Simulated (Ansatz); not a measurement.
## Run report: BH3SOF2, nudged elastic band

System: BH3SOF2.
Method: RKS r2SCAN/def2-SVP (Ansatz 0.2.0).

One setting was made poor on purpose. It belongs to a series of runs on one base structure; here: band between the two ends. Figures and captions count atoms from 1; the log counts them from 0 in places.

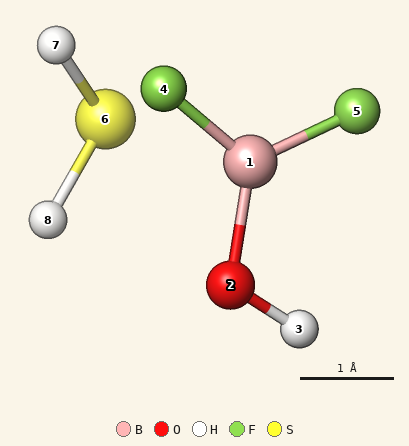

*The structure as given in the input (ball-and-stick view, seen at a tilt; atoms are numbered from 1 in the order of the input).*

Bond lengths as drawn: B–F 1.33 Å, B–O 1.35 Å, H–O 0.97 Å and H–S 1.35 Å.

Input
```yaml
crystal:
  periodic: [false, false, false]
  atoms:
    - { symbol: B, position_ang: [-0.014746, -0.247465, 0.201634] }
    - { symbol: O, position_ang: [-0.349652, -0.806082, 1.383107] }
    - { symbol: H, position_ang: [-1.297618, -0.975554, 1.446051] }
    - { symbol: F, position_ang: [1.258331, 0.04366, -0.035706] }
    - { symbol: F, position_ang: [-0.897012, -0.066758, -0.775813] }
    - { symbol: S, position_ang: [-0.123687, 2.66838, 1.392042] }
    - { symbol: H, position_ang: [1.08235, 2.480942, 0.813343] }
    - { symbol: H, position_ang: [0.234335, 1.931177, 2.466041] }
basis:
  gaussian: { orbitals: def2-SVP }
hamiltonian:
  xc: r2scan
neb:
  order_check: false
  images: 9
  f_tol: 0.03
  max_iterations: 57
  spring: 50.0
  final_atoms:
    - { symbol: B, position_ang: [0.0667499, 0.54486084, 0.19407837] }
    - { symbol: O, position_ang: [-0.21725164, -0.22206755, 1.79155547] }
    - { symbol: H, position_ang: [-0.99808135, -0.79076509, 1.68253838] }
    - { symbol: F, position_ang: [1.25214659, 0.02025225, -0.15738192] }
    - { symbol: F, position_ang: [-1.0272325, 0.08041763, -0.46189942] }
    - { symbol: S, position_ang: [0.00303563, 2.3823065, 0.60866105] }
    - { symbol: H, position_ang: [1.31679813, 2.47277429, 0.90628716] }
    - { symbol: H, position_ang: [-0.50386375, 0.54052114, 2.32685991] }
  initial_path:
    images:
      - { positions_ang: [[-0.014746, -0.247465, 0.201634], [-0.349652, -0.806082, 1.383107], [-1.297618, -0.975554, 1.446051], [1.258331, 0.04366, -0.035706], [-0.897012, -0.066758, -0.775813], [-0.123687, 2.66838, 1.392042], [1.08235, 2.480942, 0.813343], [0.234335, 1.931177, 2.466041]] }
      - { positions_ang: [[0.01050262, -0.19761008, 0.16284211], [-0.3026752, -0.64523624, 1.45709877], [-1.25002748, -0.83744039, 1.55082093], [1.27265674, 0.03582404, -0.12854233], [-0.90506293, -0.05302916, -0.77941173], [-0.07550812, 2.54999959, 1.25546338], [0.96583568, 2.4074594, 1.06173094], [0.17657969, 1.76833284, 2.31069694]] }
      - { positions_ang: [[0.03575124, -0.14775515, 0.12405022], [-0.25569839, -0.48439049, 1.53109053], [-1.20243696, -0.69932677, 1.65559087], [1.28698247, 0.02798807, -0.22137867], [-0.91311387, -0.03930033, -0.78301047], [-0.02732925, 2.43161918, 1.11888476], [0.84932136, 2.3339768, 1.31011888], [0.11882438, 1.60548868, 2.15535287]] }
      - { positions_ang: [[0.06099986, -0.09790023, 0.08525833], [-0.20872159, -0.32354473, 1.6050823], [-1.15484644, -0.56121316, 1.7603608], [1.30130821, 0.02015211, -0.314215], [-0.9211648, -0.02557149, -0.7866092], [0.02084963, 2.31323878, 0.98230614], [0.73280704, 2.2604942, 1.55850682], [0.06106908, 1.44264453, 2.00000881]] }
      - { positions_ang: [[0.08624848, -0.0480453, 0.04646644], [-0.16174478, -0.16269897, 1.67907406], [-1.10725592, -0.42309955, 1.86513074], [1.31563395, 0.01231615, -0.40705134], [-0.92921573, -0.01184265, -0.79020794], [0.06902851, 2.19485837, 0.84572752], [0.61629272, 2.1870116, 1.80689476], [0.00331377, 1.27980037, 1.84466475]] }
      - { positions_ang: [[0.1114971, 0.00180962, 0.00767456], [-0.11476798, -0.00185322, 1.75306583], [-1.0596654, -0.28498593, 1.96990067], [1.32995969, 0.00448018, -0.49988767], [-0.93726667, 0.00188618, -0.79380667], [0.11720739, 2.07647796, 0.70914891], [0.4997784, 2.11352899, 2.0552827], [-0.05444154, 1.11695621, 1.68932069]] }
      - { positions_ang: [[0.10254766, 0.11041986, 0.04495532], [-0.13526471, -0.04589608, 1.76076376], [-1.04734859, -0.38614177, 1.91242821], [1.31439707, 0.0076346, -0.43138652], [-0.95525983, 0.01759247, -0.72742522], [0.09437304, 2.13764367, 0.68905133], [0.66318235, 2.18537805, 1.82548359], [-0.14432598, 1.0016692, 1.81682853]] }
      - { positions_ang: [[0.09359822, 0.21903011, 0.08223608], [-0.15576144, -0.08993895, 1.76846169], [-1.03503178, -0.4872976, 1.85495575], [1.29883445, 0.01078901, -0.36288537], [-0.973253, 0.03329876, -0.66104377], [0.07153868, 2.19880938, 0.66895376], [0.8265863, 2.25722711, 1.59568448], [-0.23421042, 0.88638218, 1.94433637]] }
      - { positions_ang: [[0.08464878, 0.32764035, 0.11951684], [-0.17625817, -0.13398182, 1.77615961], [-1.02271497, -0.58845343, 1.7974833], [1.28327183, 0.01394342, -0.29438422], [-0.99124617, 0.04900505, -0.59466232], [0.04870433, 2.25997508, 0.64885619], [0.98999024, 2.32907617, 1.36588538], [-0.32409487, 0.77109517, 2.07184422]] }
      - { positions_ang: [[0.07569934, 0.43625059, 0.15679761], [-0.19675491, -0.17802469, 1.78385754], [-1.01039816, -0.68960926, 1.74001084], [1.26770921, 0.01709783, -0.22588307], [-1.00923933, 0.06471134, -0.52828087], [0.02586998, 2.32114079, 0.62875862], [1.15339419, 2.40092523, 1.13608627], [-0.41397931, 0.65580816, 2.19935206]] }
      - { positions_ang: [[0.0667499, 0.54486084, 0.19407837], [-0.21725164, -0.22206755, 1.79155547], [-0.99808135, -0.79076509, 1.68253838], [1.25214659, 0.02025225, -0.15738192], [-1.0272325, 0.08041763, -0.46189942], [0.00303563, 2.3823065, 0.60866105], [1.31679813, 2.47277429, 0.90628716], [-0.50386375, 0.54052114, 2.32685991]] }
```

Launched with:
```bash
ansatz run input.yaml --threads 2 --pin off --max-ram 3072MiB --backend cpu --events-out ev --progress --plain --runs-dir out
```

What the program printed
```
Engine: ansatz 0.2.0, x86_64-unknown-linux-gnu
Functional definition: r2SCAN
  parameter k0 = 0.174
  parameter k1 = 0.065
  parameter a1 = 4.9479
  exchange = r2scan_x(k0 = k0, k1 = k1, a1 = a1)
  correlation = r2scan_c
972 factors; their error is unknown
mean field evaluation 1: about -19027.1925 eV, gradient 5.5e1 eV
mean field evaluation 2: about -19019.9367 eV, gradient 8.4e1 eV
mean field evaluation 4: about -19032.0386 eV, gradient 3.2e0 eV
mean field evaluation 8: about -19032.0589 eV, gradient 6.1e-2 eV
mean field evaluation 16: about -19032.0118 eV, gradient 1.8e-5 eV
mean field -19032.01184602 eV, -699.4135349801 hartree, gradient 1.8e-5 eV, S^2 0.000000; 0 other end points of the search recorded, 0 dependent functions left out
the calculation of the forces begins
reference -19032.01185463 eV, -699.4135352968 hartree; 25, 25 occupied and 64, 64 virtual orbitals, 972 factors
972 factors; their error is unknown
mean field evaluation 32: about -19031.4606 eV, gradient 1.9e-4 eV
mean field -19031.46058503 eV, -699.3932765126 hartree, gradient 4.1e-5 eV, S^2 0.000000; 0 other end points of the search recorded, 0 dependent functions left out
[... from here on the field's lines of each further geometry are left out, up to the last ...]
NEB iter   1: max|band force component| = 4.041e1 eV/Å  barrier→ = 8.0416 eV  barrier← = 7.4903 eV  Δτ_max = 0.2000 Å  (299 SCF iters)
NEB iter   2: max|band force component| = 9.939e0 eV/Å  barrier→ = 2.3950 eV  barrier← = 1.8438 eV  Δτ_max = 0.2000 Å  (297 SCF iters)
NEB iter   3: max|band force component| = 5.483e0 eV/Å  barrier→ = 1.8811 eV  barrier← = 1.3298 eV  Δτ_max = 0.2000 Å  (277 SCF iters)
NEB iter   4: max|band force component| = 4.049e0 eV/Å  barrier→ = 1.9216 eV  barrier← = 1.3704 eV  Δτ_max = 0.1987 Å  (287 SCF iters)
NEB iter   5: max|band force component| = 2.016e0 eV/Å  barrier→ = 1.5023 eV  barrier← = 0.9510 eV  Δτ_max = 0.1974 Å  (276 SCF iters)
NEB iter   6: max|band force component| = 3.724e0 eV/Å  barrier→ = 1.3737 eV  barrier← = 0.8225 eV  Δτ_max = 0.0999 Å  (274 SCF iters)
NEB iter   7: max|band force component| = 1.298e0 eV/Å  barrier→ = 1.3162 eV  barrier← = 0.7649 eV  Δτ_max = 0.2000 Å  (258 SCF iters)
NEB iter   8: max|band force component| = 7.583e0 eV/Å  barrier→ = 1.1295 eV  barrier← = 0.5782 eV  Δτ_max = 0.1001 Å  (257 SCF iters)
NEB iter   9: max|band force component| = 8.668e-1 eV/Å  barrier→ = 1.0454 eV  barrier← = 0.4941 eV  Δτ_max = 0.2000 Å  (256 SCF iters)
NEB iter  10: max|band force component| = 5.353e-1 eV/Å  barrier→ = 1.0001 eV  barrier← = 0.4488 eV  CI = image 7  Δτ_max = 0.1307 Å  (258 SCF iters)
NEB iter  11: max|band force component| = 3.956e-1 eV/Å  barrier→ = 1.0178 eV  barrier← = 0.4665 eV  CI = image 7  Δτ_max = 0.0959 Å  (270 SCF iters)
NEB iter  12: max|band force component| = 2.525e-1 eV/Å  barrier→ = 1.0090 eV  barrier← = 0.4578 eV  CI = image 7  Δτ_max = 0.0235 Å  (257 SCF iters)
NEB iter  13: max|band force component| = 1.590e-1 eV/Å  barrier→ = 1.0075 eV  barrier← = 0.4562 eV  CI = image 7  Δτ_max = 0.0140 Å  (254 SCF iters)
NEB iter  14: max|band force component| = 5.622e-2 eV/Å  barrier→ = 1.0072 eV  barrier← = 0.4559 eV  CI = image 7  Δτ_max = 0.0061 Å  (253 SCF iters)
NEB iter  15: max|band force component| = 4.640e-2 eV/Å  barrier→ = 1.0071 eV  barrier← = 0.4558 eV  CI = image 7  Δτ_max = 0.0030 Å  (231 SCF iters)
NEB iter  16: max|band force component| = 3.612e-2 eV/Å  barrier→ = 1.0070 eV  barrier← = 0.4558 eV  CI = image 7  Δτ_max = 0.0038 Å  (194 SCF iters)
the calculation of the forces begins
reference -19031.43260715 eV, -699.3922483442 hartree; 25, 25 occupied and 64, 64 virtual orbitals, 972 factors
972 factors; their error is unknown
mean field -19031.00485123 eV, -699.3765286042 hartree, gradient 2.1e-5 eV, S^2 0.000000; 1 other end points of the search recorded, 0 dependent functions left out
the calculation of the forces begins
reference -19031.00485915 eV, -699.3765288952 hartree; 25, 25 occupied and 64, 64 virtual orbitals, 972 factors
NEB iter  17: max|band force component| = 1.280e-2 eV/Å  barrier→ = 1.0070 eV  barrier← = 0.4557 eV  CI = image 7  Δτ_max = 0.0000 Å  (451 SCF iters)
```

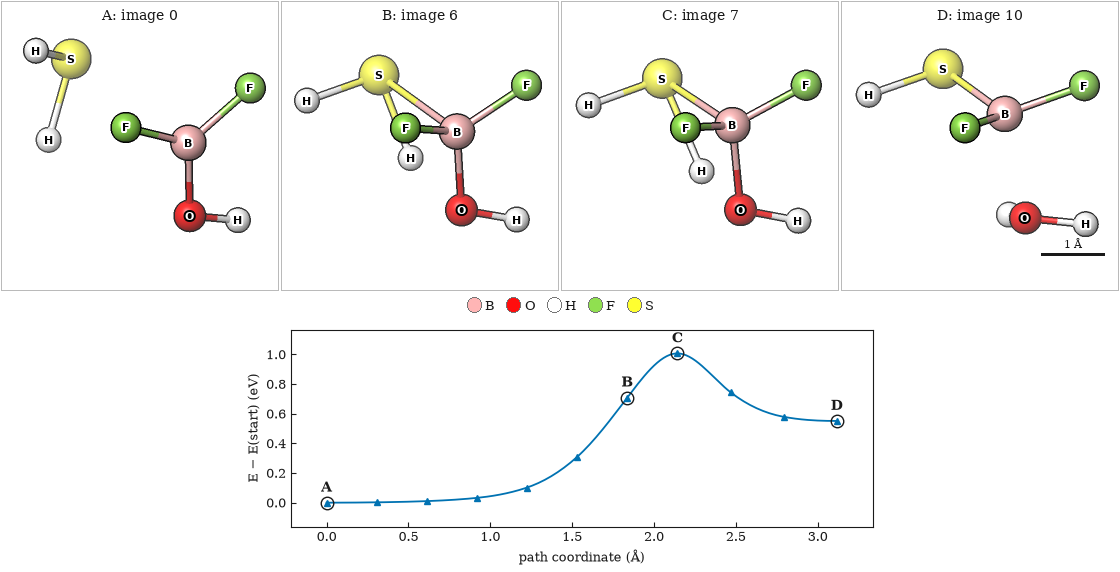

*Images of the last band (counted from 0; ball-and-stick, seen at a tilt) above the energy along the path; the line is a cubic interpolation that uses the forces.*

The highest image is number 7, 1.007 eV above the start and 0.456 eV above the end (the climbing image); the end lies 0.551 eV above the start. The path is 3.12 Å long. The band converged in 17 iterations.

```
Total energy: -19031.00485915 eV, -699.3765288952 hartree
Atom 0 at     0.069045     0.282085     0.251945 Å, force     0.005053    -0.007579    -0.013990 eV/Å
Atom 1 at    -0.215177    -0.239307     1.650825 Å, force    -0.001745     0.007005     0.005604 eV/Å
Atom 2 at    -1.056915    -0.723472     1.665990 Å, force     0.001103    -0.003779    -0.001059 eV/Å
Atom 3 at     1.323903     0.032795    -0.149767 Å, force    -0.007153     0.001306     0.001558 eV/Å
Atom 4 at    -0.941478    -0.000142    -0.596325 Å, force     0.004643     0.003373     0.006557 eV/Å
Atom 5 at    -0.112754     2.286484     0.914067 Å, force    -0.000610     0.005436    -0.001065 eV/Å
Atom 6 at     1.184694     2.382839     1.281737 Å, force     0.001633    -0.001042     0.000323 eV/Å
Atom 7 at    -0.359017     1.007018     1.872227 Å, force    -0.002924    -0.004719     0.002074 eV/Å
Dipole moment:    -0.201316    -0.037488     0.513056 e Å
this run last wrote the band of iteration 17 to [file]
```

The last band as extended XYZ (Å, eV, eV/Å)
```
8
Properties=species:S:1:pos:R:3:forces:R:3 image=0 energy=-19032.01185
B    -0.0147   -0.2475    0.2016    0.0180   0.0011   0.0266
O    -0.3497   -0.8061    1.3831    0.0106   0.0071  -0.0179
H    -1.2976   -0.9756    1.4461   -0.0112  -0.0056   0.0071
F     1.2583    0.0437   -0.0357   -0.0062  -0.0075   0.0011
F    -0.8970   -0.0668   -0.7758   -0.0099   0.0039  -0.0151
S    -0.1237    2.6684    1.3920    0.0169  -0.0082   0.0008
H     1.0823    2.4809    0.8133   -0.0167   0.0048   0.0066
H     0.2343    1.9312    2.4660   -0.0015   0.0045  -0.0092
8
Properties=species:S:1:pos:R:3:forces:R:3 image=1 energy=-19032.00940
B    -0.0073   -0.2409    0.1777    0.0000  -0.0011   0.0012
O    -0.2947   -0.7483    1.3951   -0.0025  -0.0020  -0.0010
H    -1.2371   -0.9294    1.4990   -0.0029  -0.0025  -0.0027
F     1.2535    0.0444   -0.1187    0.0016   0.0006   0.0041
F    -0.9282   -0.1076   -0.7714    0.0016   0.0007  -0.0022
S    -0.0972    2.6938    1.3466   -0.0017  -0.0005   0.0014
H     1.1627    2.4278    0.9405   -0.0038   0.0009  -0.0065
H     0.0405    1.8885    2.4219    0.0077   0.0039   0.0057
8
Properties=species:S:1:pos:R:3:forces:R:3 image=2 energy=-19032.00124
B     0.0083   -0.2366    0.1728   -0.0036  -0.0107   0.0010
O    -0.2551   -0.6961    1.4164   -0.0065  -0.0034  -0.0010
H    -1.1943   -0.8787    1.5442   -0.0060  -0.0077  -0.0091
F     1.2630    0.0252   -0.1617    0.0059   0.0051   0.0041
F    -0.9364   -0.1314   -0.7557    0.0033  -0.0049  -0.0090
S    -0.0726    2.7112    1.2897   -0.0058   0.0034   0.0068
H     1.2296    2.4181    1.0868   -0.0017  -0.0007  -0.0158
H    -0.1502    1.8167    2.2982    0.0145   0.0190   0.0229
8
Properties=species:S:1:pos:R:3:forces:R:3 image=3 energy=-19031.97927
B     0.0389   -0.2152    0.1919   -0.0014  -0.0294  -0.0095
O    -0.2246   -0.6541    1.4457   -0.0105  -0.0241  -0.0151
H    -1.1653   -0.8243    1.5802   -0.0086  -0.0246  -0.0163
F     1.2962    0.0107   -0.1547   -0.0007  -0.0069   0.0015
F    -0.9140   -0.1029   -0.7267    0.0068  -0.0293  -0.0205
S    -0.0802    2.6898    1.2212    0.0033   0.0410   0.0270
H     1.2440    2.4253    1.2221    0.0008   0.0108  -0.0243
H    -0.3028    1.6990    2.1110    0.0103   0.0626   0.0571
8
Properties=species:S:1:pos:R:3:forces:R:3 image=4 energy=-19031.90954
B     0.0704   -0.1448    0.2221    0.0057  -0.1614  -0.0330
O    -0.2098   -0.5907    1.4758   -0.0001  -0.1406  -0.0613
H    -1.1508   -0.7730    1.5917   -0.0171  -0.0386  -0.0160
F     1.3367    0.0397   -0.1161   -0.0043  -0.0202  -0.0100
F    -0.8762   -0.0383   -0.7039    0.0079  -0.0623  -0.0469
S    -0.1153    2.5875    1.1440    0.0038   0.1842   0.1051
H     1.2112    2.4097    1.3213    0.0175   0.0402  -0.0324
H    -0.3741    1.5380    1.9557   -0.0135   0.1986   0.0945
8
Properties=species:S:1:pos:R:3:forces:R:3 image=5 energy=-19031.70261
B     0.0857   -0.0215    0.2576    0.0009  -0.5317  -0.0529
O    -0.2162   -0.4812    1.5198    0.0677  -0.4149  -0.1820
H    -1.1409   -0.7509    1.5834   -0.0558  -0.0306   0.0012
F     1.3658    0.0639   -0.0825   -0.0155   0.0393  -0.0092
F    -0.8533    0.0029   -0.6874    0.0167  -0.0569  -0.0686
S    -0.1365    2.4446    1.0574   -0.0356   0.3900   0.2197
H     1.1762    2.3876    1.3679    0.0207   0.0504  -0.0108
H    -0.3885    1.3829    1.8744    0.0009   0.5543   0.1025
8
Properties=species:S:1:pos:R:3:forces:R:3 image=6 energy=-19031.30293
B     0.0765    0.1368    0.2750   -0.0706  -0.7212   0.1073
O    -0.2147   -0.3546    1.5840    0.1336  -0.5572  -0.2821
H    -1.0973   -0.7452    1.6164   -0.0682  -0.0941  -0.0418
F     1.3536    0.0564   -0.1079   -0.0071   0.0992  -0.0126
F    -0.8908    0.0059   -0.6449    0.0038   0.0020  -0.0747
S    -0.1342    2.3279    0.9844   -0.0991   0.2026   0.3345
H     1.1696    2.3829    1.3351   -0.0023   0.0089   0.0338
H    -0.3703    1.2181    1.8488    0.1098   1.0597  -0.0644
8
Properties=species:S:1:pos:R:3:forces:R:3 image=7 energy=-19031.00485
B     0.0690    0.2821    0.2519    0.0051  -0.0076  -0.0140
O    -0.2152   -0.2393    1.6508   -0.0017   0.0070   0.0056
H    -1.0569   -0.7235    1.6660    0.0011  -0.0038  -0.0011
F     1.3239    0.0328   -0.1498   -0.0072   0.0013   0.0016
F    -0.9415   -0.0001   -0.5963    0.0046   0.0034   0.0066
S    -0.1128    2.2865    0.9141   -0.0006   0.0054  -0.0011
H     1.1847    2.3828    1.2817    0.0016  -0.0010   0.0003
H    -0.3590    1.0070    1.8722   -0.0029  -0.0047   0.0021
8
Properties=species:S:1:pos:R:3:forces:R:3 image=8 energy=-19031.26697
B     0.0717    0.4074    0.2073    0.0602   0.3614  -0.1256
O    -0.1996   -0.1915    1.7113   -0.0166   0.1251   0.1380
H    -1.0371   -0.6882    1.7131   -0.0040   0.0775   0.0231
F     1.2952    0.0158   -0.1808    0.0088  -0.0197   0.0109
F    -0.9808    0.0047   -0.5447    0.0154   0.0319   0.0566
S    -0.0782    2.3030    0.7815    0.0827   0.0492  -0.3546
H     1.2003    2.3840    1.2150   -0.0010   0.0039  -0.0564
H    -0.3793    0.7931    1.9880   -0.1455  -0.6293   0.3079
8
Properties=species:S:1:pos:R:3:forces:R:3 image=9 energy=-19031.43260
B     0.0721    0.4932    0.1795    0.0110   0.0617  -0.0193
O    -0.1967   -0.2047    1.7588   -0.0123  -0.0133   0.0269
H    -1.0252   -0.7119    1.7140   -0.0007  -0.0246  -0.0225
F     1.2709    0.0101   -0.1848    0.0020   0.0047   0.0149
F    -1.0085    0.0367   -0.5013    0.0048   0.0254   0.0117
S    -0.0340    2.3427    0.6407    0.0286   0.0291  -0.0907
H     1.2352    2.4086    1.0998    0.0136   0.0187  -0.0522
H    -0.4215    0.6535    2.1840   -0.0472  -0.1018   0.1312
8
Properties=species:S:1:pos:R:3:forces:R:3 image=10 energy=-19031.46059
B     0.0668    0.5449    0.1941   -0.0057  -0.0125  -0.0175
O    -0.2173   -0.2221    1.7916    0.0086  -0.0019  -0.0143
H    -0.9981   -0.7908    1.6825    0.0008   0.0022   0.0059
F     1.2521    0.0203   -0.1574    0.0030  -0.0045   0.0077
F    -1.0272    0.0804   -0.4619    0.0051   0.0071   0.0126
S     0.0030    2.3823    0.6087   -0.0056   0.0130   0.0024
H     1.3168    2.4728    0.9063    0.0009  -0.0034   0.0013
H    -0.5039    0.5405    2.3269   -0.0071   0.0000   0.0019
```

Results in brief

| quantity | value |
| --- | --- |
| outcome | converged |
| barrier, forward | 1.007 eV |
| barrier, backward | 0.456 eV |
| hardware | 2 threads of AMD EPYC (Zen 3), 32 GiB of memory available, shared host |
| wall time | 5.1 min (CPU time 9.9 min) |
| peak memory | 0.16 GiB |

Remarks

A deliberately poor setting: spring. The order of the saddle point was not checked.
